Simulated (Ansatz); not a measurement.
# Sn: pressure against volume, part 1 of 2

Aim: scale the cell of Sn up and down at fixed shape and fractional positions, and get the equilibrium volume and bulk modulus with LAPW, PAW and all-electron datasets made for the crystal.

Program: Ansatz 0.2.0. Level of theory: DFT LDA, scalar-relativistic. These are calculated values, not measurements.

**1. The structure to begin with**

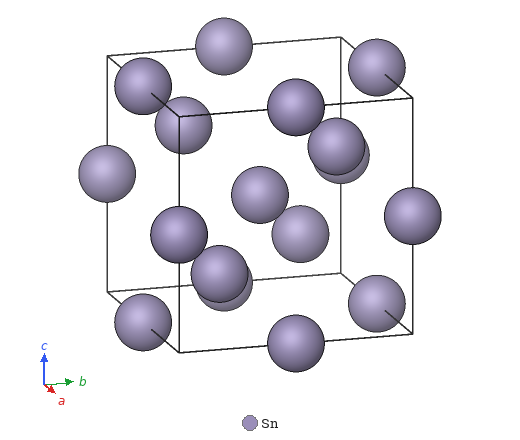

Start, viewed slightly off an axis; tin purple. The cell drawn here is the conventional one.

Structure file:

```
CELL_PARAMETERS angstrom
0.00000 3.24560 3.24560
3.24560 0.00000 3.24560
3.24560 3.24560 0.00000
ATOMIC_POSITIONS crystal
Sn 0.50000 0.50000 0.50000
Sn 0.75000 0.75000 0.75000
```

Atoms are numbered in the order of the input: Sn1, Sn2.

**2. Volume × 0.94, LAPW**

input.yaml

```yaml
crystal:
  lattice:
    - [0.0, 3.1793446744, 3.1793446744]
    - [3.1793446744, 0.0, 3.1793446744]
    - [3.1793446744, 3.1793446744, 0.0]
  atoms:
    - { symbol: Sn, position: [0.5, 0.5, 0.5] }
    - { symbol: Sn, position: [0.75, 0.75, 0.75] }
kpoints:
  mp_grid: { grid: [9, 9, 9] }
  band_path:
    path:
      - [0.0, 0.0, 0.0]
      - [0.5, 0.0, 0.5]
      - [0.625, 0.25, 0.625]
      - [0.375, 0.375, 0.75]
      - [0.0, 0.0, 0.0]
      - [0.5, 0.5, 0.5]
      - [0.5, 0.25, 0.75]
      - [0.5, 0.0, 0.5]
    npoints: 5
scf:
  occupations: { method: fermi_dirac, width: 0.03 }
hamiltonian:
  xc: lda
  pseudopotentials: { kind: all_electron, lapw: { basis_error: 0.00025 } }
output:
  forces: true
  stress: true
  eigenvalues: true
```

On the command line:

```sh
$ ansatz run input.yaml --threads 1 --pin off --max-ram 3072MiB --backend cpu --events-out ev --progress --plain --runs-dir out
```

Output (excerpt; [...] marks lines left out):

```text
LAPW: plane waves up to 9.010 Å⁻¹, error target 2.5e-4 eV per atom; small_component_spin mean_spin; Sn in spheres of 1.377 Å, 22 of its electrons in bands, Dirac shells []
[...]
Pseudopotentials: kind: all_electron
Pseudopotential: Sn, LAPW, valence charge 22, Koelling and Harmon's equation, gaussian nucleus
Functional definition: SPW92
[...]
Crystal: 2 atoms, lattice volume = 64.275 Å³
Basis set: ecut = 309.3208571176169 eV, 821 PW (Γ), exchange–correlation at level 2
Bands: 27, of which v1, the nominal top of the filled ones, is band 22 counted from 1 (21 counted from 0)
Symmetry: 48 space group operations
Space group: Fd-3m (ITA 227), of the structure as read, at distance tolerance 4.0e-5 Å
k-points: 35 of 729
[...]
SCF iter   1: F=—  HF=-335889.900697 eV  |F-HF|=—  |Δ(HF+E_count)|=         —  Δρ=2.00e-2  dr2=3.32e-1  ethr=7.48e-4  ⟨swp⟩=2.5  Hψ=6095  notcnv=0
[...]
the basis was enlarged: its passes take 323.3 KiB over the memory plan, 1 of 1 planned eigensolver slots
[...]
SCF iter   6: F=-335889.777612 eV  HF=-335889.777612 eV  |F-HF|=3.67e-9  |Δ(HF+E_count)|=   2.29e-7  Δρ=3.14e-6  dr2=4.65e-9  ethr=1.15e-9  ⟨swp⟩=2.3  Hψ=2641  notcnv=0
[...]
NSCF: frozen V_eff on 36 k-points
SCF converged after 6 iterations
Free energy (F): -335889.777612 eV
[...]
E sigma→0 (E₀):  -335889.777377 eV
Entropy (-TS):   -0.000471 eV (-0.235 meV/atom)
Fermi energy:    10.786737 eV
[...]
--- Forces (eV/Å), atoms counted from 1 ---
  atom   1  Sn     0.00000000     0.00000000     0.00000000
  atom   2  Sn     0.00000000     0.00000000    -0.00000000
[...]
--- Stress (GPa, compression-positive) ---
        2.741107       0.000000      -0.000000
        0.000000       2.741107      -0.000000
       -0.000000      -0.000000       2.741107
  P = ⅓ Tr σ = 2.7411 GPa (27.411 kbar)
--- Band table (eV; the first three rows and the last of 35) ---
[...]
```

Run time: 9.6 s. Hardware: 1 thread of Intel Xeon 6975P-C (Granite Rapids), shared host; peak memory 0.39 GiB.

This run gives: pressure 2.74 GPa; no gap.

**3. Volume × 0.94, PAW**

input.yaml

```yaml
crystal:
  lattice:
    - [0.0, 3.1793446744, 3.1793446744]
    - [3.1793446744, 0.0, 3.1793446744]
    - [3.1793446744, 3.1793446744, 0.0]
  atoms:
    - { symbol: Sn, position: [0.5, 0.5, 0.5] }
    - { symbol: Sn, position: [0.75, 0.75, 0.75] }
kpoints:
  mp_grid: { grid: [9, 9, 9] }
scf:
  occupations: { method: fermi_dirac, width: 0.03 }
hamiltonian:
  xc: lda
  pseudopotentials: { kind: paw }
output:
  forces: true
  stress: true
  eigenvalues: true
  efg: { contact_densities: true }
  write_density: true
  write_potential: true
  elf: true
  volumetric_format: npy
```

On the command line:

```sh
$ ansatz run input.yaml --threads 1 --pin off --max-ram 3072MiB --backend cpu --events-out ev --progress --plain --runs-dir out
```

Output (excerpt; [...] marks lines left out):

```text
Sn: output.efg is read without spin–orbit coupling, which moves field gradients at and beside such atoms by some per cent and up to a factor of two; PAW files take it under magnetization.noncollinear and magnetization.spin_orbit
[...]
Pseudopotentials: kind: paw
Pseudopotential: Sn, paw, valence charge 14, recommended cutoff 420 eV (normal)
[... 1 set-up line as earlier in the session ...]
[...]
Crystal: 2 atoms, lattice volume = 64.275 Å³
Basis set: ecut = 420 eV, 1243 PW (Γ)
Bands: 18, of which v1, the nominal top of the filled ones, is band 14 counted from 1 (13 counted from 0)
[... 2 set-up lines as earlier in the session ...]
k-points: 35 of 729
[...]
SCF iter   1: F=—  HF=-11759.000297 eV  |F-HF|=—  |Δ(HF+E_count)|=         —  Δρ=6.30e-3  dr2=1.05e-2  ethr=1.77e-3  ⟨swp⟩=6.1  Hψ=3457  notcnv=0
[...]
  atom   1  Sn     0.00000000     0.00000000     0.00000000
  atom   2  Sn     0.00000000    -0.00000000     0.00000000
[...]
--- Stress (GPa, compression-positive) ---
        2.734408      -0.000000      -0.000000
       -0.000000       2.734408       0.000000
        0.000000      -0.000000       2.734408
  P = ⅓ Tr σ = 2.7344 GPa (27.344 kbar)
--- PAW observables at the nuclei: V_zz in 10²¹ V/m², potentials from the cell's mean, atoms counted from 1 ---
  atom   1  Sn V_zz =    -0.000000   η = 0.0000   by run symmetry: forbidden
            electrostatic potential = -8171.522837 V   contact ρ = 1231445.733616 e/Å³
  atom   2  Sn V_zz =    -0.000000   η = 0.0000   by run symmetry: forbidden
            electrostatic potential = -8171.522837 V   contact ρ = 1231445.733616 e/Å³
--- Band table (eV; the first three rows and the last of 35) ---
  k-point 0: bands = ["-13.4416", "-13.4416", "-13.4416", "-13.3711", "-13.3711", "-13.0047", "-13.0047", "-13.0047", "-12.9871", "-12.9871", "-2.7903", "7.8781", "8.3892", "8.3892", "8.3892", "10.4582", "10.4582", "10.4582"]
[...]
```

It took 2 s on 1 thread of Intel Xeon 6975P-C (Granite Rapids), shared host; peak memory 0.41 GiB.

Result: pressure 2.73 GPa; no gap.

**4. Volume × 0.94, crystal datasets**

Edit input.yaml of step 3 so:

```diff
@@ -14,3 +14,3 @@
   xc: lda
-  pseudopotentials: { kind: paw }
+  pseudopotentials: { kind: all_electron, datasets: crystal }
 output:
@@ -20,5 +20 @@
   efg: { contact_densities: true }
-  write_density: true
-  write_potential: true
-  elf: true
-  volumetric_format: npy
```

On the command line:

```sh
$ ansatz run input.yaml --threads 1 --pin off --max-ram 3072MiB --backend cpu --events-out ev --progress --plain --runs-dir out
```

Output (excerpt; [...] marks lines left out):

```text
[...]
band count auto-derived: 19 (N_el = 28.0; filled up to band 14; 18 by the electrons, moments and atoms)
Sn: output.efg is read without spin–orbit coupling, which moves field gradients at and beside such atoms by some per cent and up to a factor of two; PAW files take it under magnetization.noncollinear and magnetization.spin_orbit
[...]
[... 1 set-up line as earlier in the session ...]
Pseudopotential: Sn, paw, valence charge 14, recommended cutoff 240 eV (normal), Koelling and Harmon's equation, gaussian nucleus
[... 1 set-up line as earlier in the session ...]
[...]
Crystal: 2 atoms, lattice volume = 64.275 Å³
Basis set: ecut = 240 eV, 537 PW (Γ)
Bands: 19, of which v1, the nominal top of the filled ones, is band 14 counted from 1 (13 counted from 0)
[... 2 set-up lines as earlier in the session ...]
k-points: 35 of 729
[...]
  atom   1  Sn    -0.00000000     0.00000000     0.00000000
  atom   2  Sn    -0.00000000     0.00000000     0.00000000
[...]
--- Stress (GPa, compression-positive) ---
        2.741801      -0.000000       0.000000
        0.000000       2.741801       0.000000
       -0.000000      -0.000000       2.741801
  P = ⅓ Tr σ = 2.7418 GPa (27.418 kbar)
--- PAW observables at the nuclei: V_zz in 10²¹ V/m², potentials from the cell's mean, atoms counted from 1 ---
  atom   1  Sn V_zz =    -0.000000   η = 0.0000   by run symmetry: forbidden
            electrostatic potential = -8167.489634 V   contact ρ = 1231328.220125 e/Å³
  atom   2  Sn V_zz =    -0.000000   η = 0.0000   by run symmetry: forbidden
            electrostatic potential = -8167.489634 V   contact ρ = 1231328.220125 e/Å³
--- Band table (eV; the first three rows and the last of 35) ---
  k-point 0: bands = ["-10.9310", "-10.9310", "-10.9310", "-10.8601", "-10.8601", "-10.4931", "-10.4931", "-10.4931", "-10.4752", "-10.4752", "-0.2933", "10.3767", "10.8871", "10.8871", "10.8871", "12.9556", "12.9556"]
[...]
```

Wall time 3.2 s (1 thread of Intel Xeon 6975P-C (Granite Rapids), shared host); peak memory 0.4 GiB.

Result: pressure 2.74 GPa; no gap.

**5. Volume × 0.98, LAPW**

input.yaml

```yaml
crystal:
  lattice:
    - [0.0, 3.2238167933, 3.2238167933]
    - [3.2238167933, 0.0, 3.2238167933]
    - [3.2238167933, 3.2238167933, 0.0]
  atoms:
    - { symbol: Sn, position: [0.5, 0.5, 0.5] }
    - { symbol: Sn, position: [0.75, 0.75, 0.75] }
kpoints:
  mp_grid: { grid: [9, 9, 9] }
  band_path:
    path:
      - [0.0, 0.0, 0.0]
      - [0.5, 0.0, 0.5]
      - [0.625, 0.25, 0.625]
      - [0.375, 0.375, 0.75]
      - [0.0, 0.0, 0.0]
      - [0.5, 0.5, 0.5]
      - [0.5, 0.25, 0.75]
      - [0.5, 0.0, 0.5]
    npoints: 5
scf:
  occupations: { method: fermi_dirac, width: 0.03 }
hamiltonian:
  xc: lda
  pseudopotentials: { kind: all_electron, lapw: { basis_error: 0.00025 } }
output:
  forces: true
  stress: true
  eigenvalues: true
```

On the command line:

```sh
$ ansatz run input.yaml --threads 1 --pin off --max-ram 3072MiB --backend cpu --events-out ev --progress --plain --runs-dir out
```

Output (excerpt; [...] marks lines left out):

```text
LAPW: plane waves up to 8.862 Å⁻¹, error target 2.5e-4 eV per atom; small_component_spin mean_spin; Sn in spheres of 1.396 Å, 22 of its electrons in bands, Dirac shells []
[...]
[... 3 set-up lines as earlier in the session ...]
[...]
Crystal: 2 atoms, lattice volume = 67.010 Å³
Basis set: ecut = 299.2336412161852 eV, 749 PW (Γ), exchange–correlation at level 2
Bands: 27, of which v1, the nominal top of the filled ones, is band 22 counted from 1 (21 counted from 0)
[... 1 set-up line as earlier in the session ...]
Space group: Fd-3m (ITA 227), of the structure as read, at distance tolerance 4.1e-5 Å
k-points: 35 of 729
[...]
SCF iter   1: F=—  HF=-335889.918376 eV  |F-HF|=—  |Δ(HF+E_count)|=         —  Δρ=1.89e-2  dr2=3.11e-1  ethr=7.02e-4  ⟨swp⟩=2.8  Hψ=6090  notcnv=0
[...]
the basis was enlarged: its passes take 323.3 KiB over the memory plan, 1 of 1 planned eigensolver slots
[...]
SCF iter   6: F=-335889.804915 eV  HF=-335889.804915 eV  |F-HF|=2.91e-9  |Δ(HF+E_count)|=   2.26e-7  Δρ=2.90e-6  dr2=4.14e-9  ethr=1.20e-9  ⟨swp⟩=2.1  Hψ=2630  notcnv=0
[...]
NSCF: frozen V_eff on 36 k-points
SCF converged after 6 iterations
Free energy (F): -335889.804915 eV
[...]
E sigma→0 (E₀):  -335889.804456 eV
Entropy (-TS):   -0.000917 eV (-0.458 meV/atom)
Fermi energy:    10.067514 eV
[...]
--- Forces (eV/Å), atoms counted from 1 ---
  atom   1  Sn     0.00000000    -0.00000000     0.00000000
  atom   2  Sn     0.00000000     0.00000000     0.00000000
[...]
--- Stress (GPa, compression-positive) ---
        0.550909      -0.000000       0.000000
       -0.000000       0.550909       0.000000
        0.000000       0.000000       0.550909
  P = ⅓ Tr σ = 0.5509 GPa (5.509 kbar)
--- Band table (eV; the first three rows and the last of 35) ---
[...]
```

It took 9.8 s on 1 thread of Intel Xeon 6975P-C (Granite Rapids), shared host; peak memory 0.39 GiB.

In short: pressure 0.55 GPa; no gap.

**6. Volume × 0.98, PAW**

input.yaml

```yaml
crystal:
  lattice:
    - [0.0, 3.2238167933, 3.2238167933]
    - [3.2238167933, 0.0, 3.2238167933]
    - [3.2238167933, 3.2238167933, 0.0]
  atoms:
    - { symbol: Sn, position: [0.5, 0.5, 0.5] }
    - { symbol: Sn, position: [0.75, 0.75, 0.75] }
kpoints:
  mp_grid: { grid: [9, 9, 9] }
scf:
  occupations: { method: fermi_dirac, width: 0.03 }
hamiltonian:
  xc: lda
  pseudopotentials: { kind: paw }
output:
  forces: true
  stress: true
  eigenvalues: true
  efg: { contact_densities: true }
```

On the command line:

```sh
$ ansatz run input.yaml --threads 1 --pin off --max-ram 3072MiB --backend cpu --events-out ev --progress --plain --runs-dir out
```

Output (excerpt; [...] marks lines left out):

```text
Sn: output.efg is read without spin–orbit coupling, which moves field gradients at and beside such atoms by some per cent and up to a factor of two; PAW files take it under magnetization.noncollinear and magnetization.spin_orbit
[...]
[... 3 set-up lines as earlier in the session ...]
[...]
Crystal: 2 atoms, lattice volume = 67.010 Å³
Basis set: ecut = 420 eV, 1363 PW (Γ)
Bands: 18, of which v1, the nominal top of the filled ones, is band 14 counted from 1 (13 counted from 0)
[... 2 set-up lines as earlier in the session ...]
k-points: 35 of 729
[...]
SCF iter   1: F=—  HF=-11759.027879 eV  |F-HF|=—  |Δ(HF+E_count)|=         —  Δρ=6.13e-3  dr2=1.08e-2  ethr=1.77e-3  ⟨swp⟩=6.1  Hψ=3496  notcnv=0
[...]
  atom   1  Sn     0.00000000    -0.00000000    -0.00000000
  atom   2  Sn     0.00000000    -0.00000000    -0.00000000
[...]
--- Stress (GPa, compression-positive) ---
        0.546934       0.000000      -0.000000
       -0.000000       0.546934       0.000000
       -0.000000       0.000000       0.546934
  P = ⅓ Tr σ = 0.5469 GPa (5.469 kbar)
--- PAW observables at the nuclei: V_zz in 10²¹ V/m², potentials from the cell's mean, atoms counted from 1 ---
  atom   1  Sn V_zz =    +0.000000   η = 0.0000   by run symmetry: forbidden
            electrostatic potential = -8170.902692 V   contact ρ = 1231449.644097 e/Å³
  atom   2  Sn V_zz =    +0.000000   η = 0.0000   by run symmetry: forbidden
            electrostatic potential = -8170.902692 V   contact ρ = 1231449.644097 e/Å³
--- Band table (eV; the first three rows and the last of 35) ---
  k-point 0: bands = ["-13.8979", "-13.8979", "-13.8979", "-13.8336", "-13.8336", "-13.5052", "-13.5052", "-13.5052", "-13.4933", "-13.4933", "-3.0506", "7.0293", "7.8352", "7.8352", "7.8352", "9.9014", "9.9014", "9.9014"]
[...]
```

Wall time 1.7 s (1 thread of Intel Xeon 6975P-C (Granite Rapids), shared host); peak memory 0.39 GiB.

This run gives: pressure 0.55 GPa; no gap.

**7. Volume × 0.98, crystal datasets**

Edit input.yaml of step 6 so:

```diff
@@ -14,3 +14,3 @@
   xc: lda
-  pseudopotentials: { kind: paw }
+  pseudopotentials: { kind: all_electron, datasets: crystal }
 output:
```

On the command line:

```sh
$ ansatz run input.yaml --threads 1 --pin off --max-ram 3072MiB --backend cpu --events-out ev --progress --plain --runs-dir out
```

Output (excerpt; [...] marks lines left out):

```text
[...]
band count auto-derived: 19 (N_el = 28.0; filled up to band 14; 18 by the electrons, moments and atoms)
Sn: output.efg is read without spin–orbit coupling, which moves field gradients at and beside such atoms by some per cent and up to a factor of two; PAW files take it under magnetization.noncollinear and magnetization.spin_orbit
[...]
[... 3 set-up lines as earlier in the session ...]
[...]
Crystal: 2 atoms, lattice volume = 67.010 Å³
Basis set: ecut = 240 eV, 537 PW (Γ)
Bands: 19, of which v1, the nominal top of the filled ones, is band 14 counted from 1 (13 counted from 0)
[... 2 set-up lines as earlier in the session ...]
k-points: 35 of 729
[...]
  atom   1  Sn     0.00000000    -0.00000000    -0.00000000
  atom   2  Sn     0.00000000    -0.00000000     0.00000000
[...]
--- Stress (GPa, compression-positive) ---
        0.551850       0.000000      -0.000000
        0.000000       0.551850       0.000000
       -0.000000      -0.000000       0.551850
  P = ⅓ Tr σ = 0.5519 GPa (5.519 kbar)
--- PAW observables at the nuclei: V_zz in 10²¹ V/m², potentials from the cell's mean, atoms counted from 1 ---
  atom   1  Sn V_zz =    +0.000000   η = 0.0000   by run symmetry: forbidden
            electrostatic potential = -8166.878015 V   contact ρ = 1231332.122644 e/Å³
  atom   2  Sn V_zz =    -0.000000   η = 0.0000   by run symmetry: forbidden
            electrostatic potential = -8166.878015 V   contact ρ = 1231332.122644 e/Å³
--- Band table (eV; the first three rows and the last of 35) ---
  k-point 0: bands = ["-11.4889", "-11.4889", "-11.4889", "-11.4243", "-11.4243", "-11.0953", "-11.0953", "-11.0953", "-11.0831", "-11.0831", "-0.6559", "9.4256", "10.2307", "10.2307", "10.2307", "12.2964", "12.2964"]
[...]
```

Wall time 2.9 s (1 thread of Intel Xeon 6975P-C (Granite Rapids), shared host); peak memory 0.38 GiB.

This run gives: pressure 0.55 GPa; no gap.

**8. Volume × 1.01, LAPW**

input.yaml

```yaml
crystal:
  lattice:
    - [0.0, 3.2563828035, 3.2563828035]
    - [3.2563828035, 0.0, 3.2563828035]
    - [3.2563828035, 3.2563828035, 0.0]
  atoms:
    - { symbol: Sn, position: [0.5, 0.5, 0.5] }
    - { symbol: Sn, position: [0.75, 0.75, 0.75] }
kpoints:
  mp_grid: { grid: [9, 9, 9] }
  band_path:
    path:
      - [0.0, 0.0, 0.0]
      - [0.5, 0.0, 0.5]
      - [0.625, 0.25, 0.625]
      - [0.375, 0.375, 0.75]
      - [0.0, 0.0, 0.0]
      - [0.5, 0.5, 0.5]
      - [0.5, 0.25, 0.75]
      - [0.5, 0.0, 0.5]
    npoints: 5
scf:
  occupations: { method: fermi_dirac, width: 0.03 }
hamiltonian:
  xc: lda
  pseudopotentials: { kind: all_electron, lapw: { basis_error: 0.00025 } }
output:
  forces: true
  stress: true
  eigenvalues: true
```

On the command line:

```sh
$ ansatz run input.yaml --threads 1 --pin off --max-ram 3072MiB --backend cpu --events-out ev --progress --plain --runs-dir out
```

Output (excerpt; [...] marks lines left out):

```text
LAPW: plane waves up to 8.756 Å⁻¹, error target 2.5e-4 eV per atom; small_component_spin mean_spin; Sn in spheres of 1.410 Å, 22 of its electrons in bands, Dirac shells []
[...]
[... 3 set-up lines as earlier in the session ...]
[...]
Crystal: 2 atoms, lattice volume = 69.062 Å³
Basis set: ecut = 292.1002110195088 eV, 749 PW (Γ), exchange–correlation at level 2
Bands: 27, of which v1, the nominal top of the filled ones, is band 22 counted from 1 (21 counted from 0)
[... 2 set-up lines as earlier in the session ...]
k-points: 35 of 729
[...]
SCF iter   1: F=—  HF=-335889.909746 eV  |F-HF|=—  |Δ(HF+E_count)|=         —  Δρ=1.82e-2  dr2=2.96e-1  ethr=6.68e-4  ⟨swp⟩=2.7  Hψ=6092  notcnv=0
[...]
the basis was enlarged: its passes take 199.4 KiB over the memory plan, 1 of 1 planned eigensolver slots
[...]
SCF iter   6: F=-335889.803286 eV  HF=-335889.803286 eV  |F-HF|=2.97e-9  |Δ(HF+E_count)|=   2.15e-7  Δρ=2.71e-6  dr2=3.75e-9  ethr=1.12e-9  ⟨swp⟩=2.0  Hψ=2629  notcnv=0
[...]
NSCF: frozen V_eff on 36 k-points
SCF converged after 6 iterations
Free energy (F): -335889.803286 eV
[...]
E sigma→0 (E₀):  -335889.802623 eV
Entropy (-TS):   -0.001327 eV (-0.664 meV/atom)
Fermi energy:    9.588438 eV
[...]
--- Forces (eV/Å), atoms counted from 1 ---
  atom   1  Sn    -0.00000000     0.00000000     0.00000000
  atom   2  Sn    -0.00000000    -0.00000000     0.00000000
[...]
--- Stress (GPa, compression-positive) ---
       -0.763066       0.000000      -0.000000
        0.000000      -0.763066      -0.000000
       -0.000000      -0.000000      -0.763066
  P = ⅓ Tr σ = -0.7631 GPa (-7.631 kbar)
--- Band table (eV; the first three rows and the last of 35) ---
[...]
```

Run time: 9.5 s. Hardware: 1 thread of Intel Xeon 6975P-C (Granite Rapids), shared host; peak memory 0.39 GiB.

In short: pressure -0.76 GPa; no gap.

**9. Volume × 1.01, PAW**

input.yaml

```yaml
crystal:
  lattice:
    - [0.0, 3.2563828035, 3.2563828035]
    - [3.2563828035, 0.0, 3.2563828035]
    - [3.2563828035, 3.2563828035, 0.0]
  atoms:
    - { symbol: Sn, position: [0.5, 0.5, 0.5] }
    - { symbol: Sn, position: [0.75, 0.75, 0.75] }
kpoints:
  mp_grid: { grid: [9, 9, 9] }
scf:
  occupations: { method: fermi_dirac, width: 0.03 }
hamiltonian:
  xc: lda
  pseudopotentials: { kind: paw }
output:
  forces: true
  stress: true
  eigenvalues: true
  efg: { contact_densities: true }
```

On the command line:

```sh
$ ansatz run input.yaml --threads 1 --pin off --max-ram 3072MiB --backend cpu --events-out ev --progress --plain --runs-dir out
```

Output (excerpt; [...] marks lines left out):

```text
Sn: output.efg is read without spin–orbit coupling, which moves field gradients at and beside such atoms by some per cent and up to a factor of two; PAW files take it under magnetization.noncollinear and magnetization.spin_orbit
[...]
[... 3 set-up lines as earlier in the session ...]
[...]
Crystal: 2 atoms, lattice volume = 69.062 Å³
Basis set: ecut = 420 eV, 1363 PW (Γ)
Bands: 18, of which v1, the nominal top of the filled ones, is band 14 counted from 1 (13 counted from 0)
[... 2 set-up lines as earlier in the session ...]
k-points: 35 of 729
[...]
SCF iter   1: F=—  HF=-11759.026519 eV  |F-HF|=—  |Δ(HF+E_count)|=         —  Δρ=6.04e-3  dr2=1.12e-2  ethr=1.77e-3  ⟨swp⟩=6.2  Hψ=3497  notcnv=0
[...]
  atom   1  Sn     0.00000000     0.00000000    -0.00000000
  atom   2  Sn    -0.00000000     0.00000000    -0.00000000
[...]
--- Stress (GPa, compression-positive) ---
       -0.765900       0.000000       0.000000
        0.000000      -0.765900       0.000000
       -0.000000      -0.000000      -0.765900
  P = ⅓ Tr σ = -0.7659 GPa (-7.659 kbar)
--- PAW observables at the nuclei: V_zz in 10²¹ V/m², potentials from the cell's mean, atoms counted from 1 ---
  atom   1  Sn V_zz =    +0.000000   η = 0.0000   by run symmetry: forbidden
            electrostatic potential = -8170.468225 V   contact ρ = 1231452.952063 e/Å³
  atom   2  Sn V_zz =    -0.000000   η = 0.0000   by run symmetry: forbidden
            electrostatic potential = -8170.468225 V   contact ρ = 1231452.952063 e/Å³
--- Band table (eV; the first three rows and the last of 35) ---
  k-point 0: bands = ["-14.2208", "-14.2208", "-14.2208", "-14.1607", "-14.1607", "-13.8576", "-13.8576", "-13.8576", "-13.8491", "-13.8491", "-3.2330", "6.4354", "7.4499", "7.4499", "7.4499", "9.5120", "9.5120", "9.5120"]
[...]
```

Run time: 1.7 s. Hardware: 1 thread of Intel Xeon 6975P-C (Granite Rapids), shared host; peak memory 0.39 GiB.

Read from it: pressure -0.77 GPa; no gap.

(Continued in part 2 of 2.)
